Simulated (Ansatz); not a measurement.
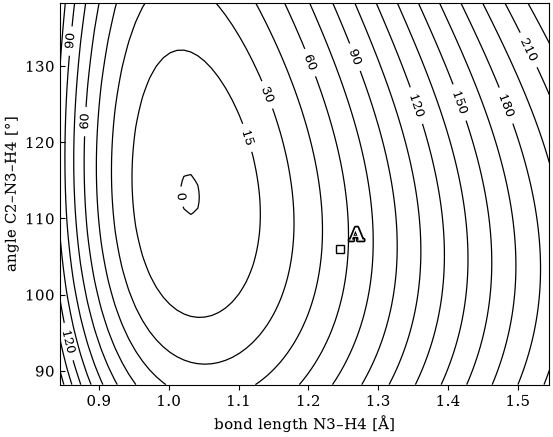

CHN2, SMILES [N]=C=N, spin multiplicity 2. The first coordinate is: bond length N3–H4; the second: angle C2–N3–H4. Nothing is relaxed (all other coordinates rigid). Grid: 15 × 15 points. Points are written as (first, second). All energies are given in kJ/mol relative to the lowest grid point. Computed with Ansatz 0.2.0, UKS PBE-D4/def2-TZVP.

In the figure: contour lines labelled in kJ/mol, the point A. Between grid points the surface is interpolated.

> Which way does the force act at A, and how strong is it?

A, at (1.245 Å, 106.0°), is not a stationary point. The computed force is 400 kJ/mol for each Å towards smaller values of bond length N3–H4 and 0.22 kJ/mol for each degree towards larger values of angle C2–N3–H4.
